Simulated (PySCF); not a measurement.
Cl2F4In2, singlet at its PBE0/def2-SVP optimised geometry (Å):

```
8

In     0.8017     1.6126     0.0000
In    -0.8018    -1.6111     0.0003
Cl     0.0019     0.0000     1.7625
F      2.7369     1.6126     0.0000
F     -0.3670     3.1550     0.0000
Cl     0.0005     0.0004    -1.7622
F      0.3649    -3.1550    -0.0002
F     -2.7369    -1.6077     0.0007
```

Level of theory: PBE0/def2-TZVP, def2 effective core potentials past Kr in PySCF 2.14.0. The core electrons that the potentials of In replace are not part of the density.

Map of the Laplacian of the electron density (e/bohr⁵) on the plane z = 1.2 Å:

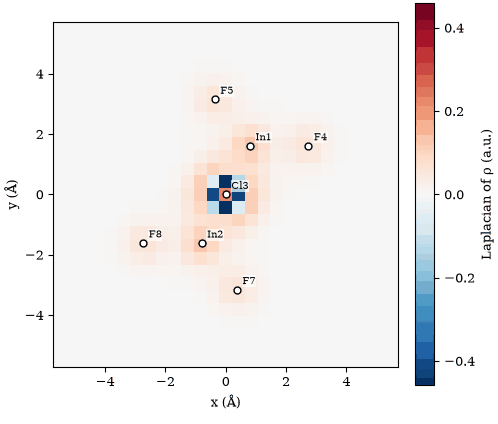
*Laplacian of the electron density (e/bohr⁵) on the plane z = 1.2 Å.*
